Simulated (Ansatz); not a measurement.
Strength of the C–C bond: C3H8S2 → C2H5S2 + CH3

Species: C3H8S2 (methyl ethyl disulfide) `CCSSC`, singlet; C2H5S2 `[CH2]SSC`, doublet; CH3 (methyl radical) `[CH3]`, doublet. 

Shapes, held fixed at every level: PBE0-D4/def2-TZVP. Flexible molecules stand in one conformer, not always the lowest. Programs: Ansatz 0.2.0. The zero-point and thermal change to 298 K, harmonic and unscaled (PBE0-D4/def2-TZVP), is -26.7 kJ/mol.

```csv
level,kind,ΔH(298 K) (kJ/mol),less CCSD(T)/CBS estimate,CPU time (sum over the molecules)
SPW92/def2-TZVPP,LDA,+410.6,+53.7,15 s
B3LYP-D4/def2-TZVPP,global hybrid,+332.3,-24.6,37 s
BHLYP-D4/def2-TZVPP,global hybrid,+327.2,-29.7,31 s
wB97X-V/def2-TZVPP,range-separated hybrid,+356.4,-0.5,64 s
MP2/def2-SVP,perturbation theory,+376.9,+20.0,–
CCSD/def2-SVP,coupled cluster or CI,+349.9,-7.0,–
CCSD(T)/CBS estimate,coupled cluster or CI,+356.9,0.0,20 min
```

The highest level, CCSD(T)/CBS estimate, gives ΔH(298 K) = +356.9 kJ/mol; the levels span +327.2 to +410.6. The column of differences is taken from that level and isn't an error. No measured value is set beside it here. Open shells run unrestricted unless RO is named. The CBS estimate extrapolates MP2 from def2-TZVPP and def2-QZVPP and adds CCSD(T) − MP2 in the triple-zeta set, cores frozen. Times are processor times on shared x86 and Arm servers, and rough.

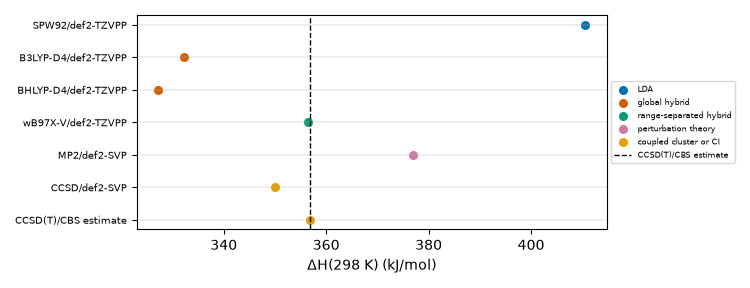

The values of the table, level by level.
